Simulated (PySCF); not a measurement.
SMILES Cl[Si](Cl)(Cl)[SiH2][SiH2]Br (H4BrCl3Si3) at its GFN2-xTB optimised geometry (Å):

```
11

Cl    -0.5277    -3.0338     1.5720
Si     0.0696    -1.9124     0.0000
Cl     2.1108    -1.9124     0.0000
Cl    -0.5069    -2.8750    -1.6948
Si    -0.6816     0.2820     0.0000
Si     0.5664     1.5521    -1.4951
Br    -0.3785     3.5475    -1.7752
H     -2.1108     0.3373    -0.3407
H     -0.5812     0.8615     1.3485
H      1.9156     1.9124    -1.0686
H      0.6314     1.0466    -2.8635
```

Method: PBE0/def2-TZVP (PySCF).

Map of the LUMO amplitude (bohr^(-3/2)) on the plane z = 0.8 Å; orbital energy -1.56 eV, overall sign arbitrary:

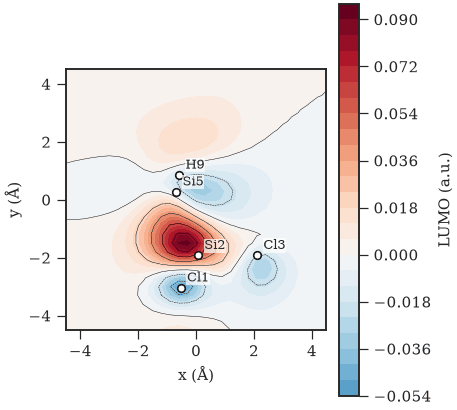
Figure. LUMO amplitude (bohr^(-3/2)) on the plane z = 0.8 Å.
